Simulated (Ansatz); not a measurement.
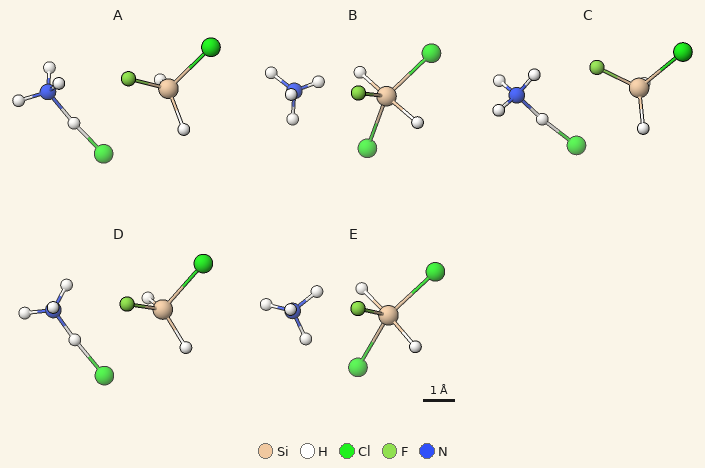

5 geometries from one relaxation of SiNH$_{6}$Cl$_{2}$F (started from a transition state, displaced along its imaginary mode), in shuffled order. A ball-and-stick model, seen face on.

Method: Ansatz 0.2.0, RKS PBE0-D4/def2-TZVP. Set-up: force threshold 0.005 eV/Å; at most 200 steps.

**Order the frames from highest to lowest energy.**

B, E, D, A, C. They are steps 0, 8, 13, 19, 39, at +185.1 kJ/mol, +63.0 kJ/mol, +8.71 kJ/mol, +2.76 kJ/mol relative to the last. Over 36 accepted moves (39 points after the start) the energy falls by 185.1 kJ/mol. Largest force component: 10 eV/Å at the start, 0.0029 eV/Å at the end. The line search rejected the trial steps at points 5, 21, 28 of the run. The largest moves after the best rigid fit, 1.82 Å, are those of H atoms. Largest moves by element: H 1.82 Å, Cl 1.54 Å, F 1.26 Å, Si 0.64 Å, N 0.46 Å. Some distances before and after: Cl–H 2.671 → 1.548 Å, Cl–Si 2.231 → 3.129 Å, H–N 1.042 → 1.278 Å, H–N 0.871 → 1.013 Å. New bonds form, among them: Cl–H (2.67 → 1.55 Å). Bonds break, among them: Cl–Si (2.23 → 3.13 Å). Bond angles that change, for instance: H–Si–H 173.5° → 118.8°, H–Si–Cl 84.3° → 106.5°, Cl–Si–F 125.9° → 103.8°.
